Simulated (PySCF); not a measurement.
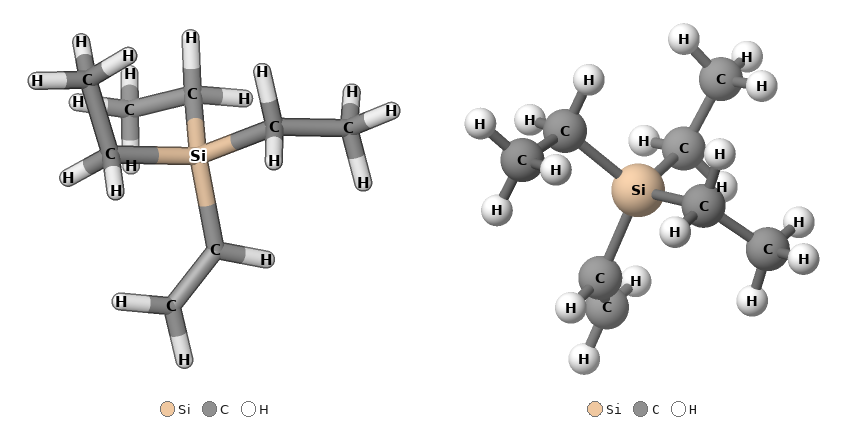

The same structure drawn twice, from different directions.

What does the picture show?

The molecule is C₈H₁₈Si. Its SMILES string is `C=C[Si](CC)(CC)CC`. It has no ring. Among its groups: alkene. This geometry has C1 symmetry. Coordination: 1 Si tetrahedral; 6 C tetrahedral; 2 C trigonal planar.

More results for the same structure follow; atom numbers are the same in all pictures, views and colours differ. The geometry was computed by an optimisation with PBE0-D3(BJ)/def2-SVP. No frequency run is at hand to confirm it as a minimum.

Geometry

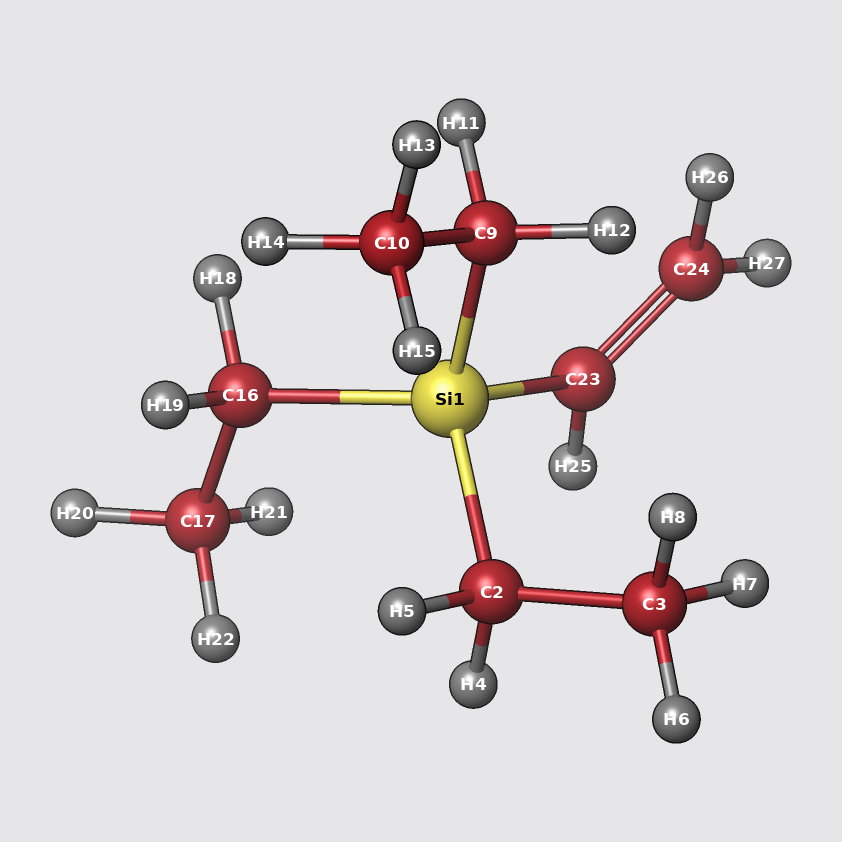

The atoms are numbered. No frequency run is at hand to confirm it as a minimum.

Give these bond angles: Si1–C9–H11, Si1–C23–C24, C2–Si1–C9, C2–C3–H7, C2–C3–H8, C3–C2–H4, C9–Si1–C23, C10–C9–H11, C10–C9–H12, C16–Si1–C23, C16–C17–H20, C17–C16–H18.

| angle | degrees |
| --- | --- |
| Si1–C9–H11 | 108.1 |
| Si1–C23–C24 | 125.2 |
| C2–Si1–C9 | 110.2 |
| C2–C3–H7 | 111.4 |
| C2–C3–H8 | 111.5 |
| C3–C2–H4 | 110.2 |
| C9–Si1–C23 | 109.6 |
| C10–C9–H11 | 110.4 |
| C10–C9–H12 | 110.0 |
| C16–Si1–C23 | 109.5 |
| C16–C17–H20 | 112.0 |
| C17–C16–H18 | 110.3 |

Electronic properties

No frequency run is at hand to confirm it as a minimum. Level of theory: CAM-B3LYP/def2-SVPD, gas phase (PySCF 2.14.0). Excitations: vertical, linear response.

What does the calculation give?

- dipole moment: 0.17 D
- HOMO energy (Kohn–Sham orbital): −8.74 eV
- LUMO energy (Kohn–Sham orbital): 0.91 eV
- HOMO–LUMO gap: 9.65 eV
- mean static polarisability: 122.5 bohr³
- lowest vertical singlet excitation: 6.48 eV
- its oscillator strength: 0.004
- brightest of the 10 lowest singlets: 6.93 eV
- its oscillator strength: 0.32

NMR shielding

The questions are on isotropic NMR shieldings of the H atoms. No frequency run is at hand to confirm it as a minimum. Level of theory: GIAO PBE0/pcSseg-1 NMR shielding, non-relativistic, gas phase (PySCF 2.14.0).

List the isotropic NMR shieldings of the H atoms.

```
atom  σ (ppm)
  H4    30.65
  H5    30.84
  H6    30.09
  H7    30.48
  H8    30.54
 H11    30.92
 H12    30.54
 H13    29.98
 H14    30.46
 H15    30.46
 H18    30.95
 H19    30.67
 H20    30.00
 H21    30.30
 H22    30.40
 H25    24.77
 H26    25.36
 H27    24.96
```

Core levels

No frequency run is at hand to confirm it as a minimum. Level of theory: delta-SCF UKS SCAN, pcX-2 on the ionised atom (unc-x2c-TZVPall on a metal), pcseg-1 elsewhere, spin-free X2C (PySCF 2.14.0).

Give the core-electron binding energies (to vacuum; p and d levels without spin–orbit splitting) of Si1 1s, Si1 2p, C2 1s, C3 1s, C23 1s, C24 1s.

| atom | level | binding energy (eV) |
| --- | --- | --- |
| Si1 | 1s | 1845.2 |
| Si1 | 2p | 105.6 |
| C2 | 1s | 289.6 |
| C3 | 1s | 290.3 |
| C23 | 1s | 289.6 |
| C24 | 1s | 290.0 |
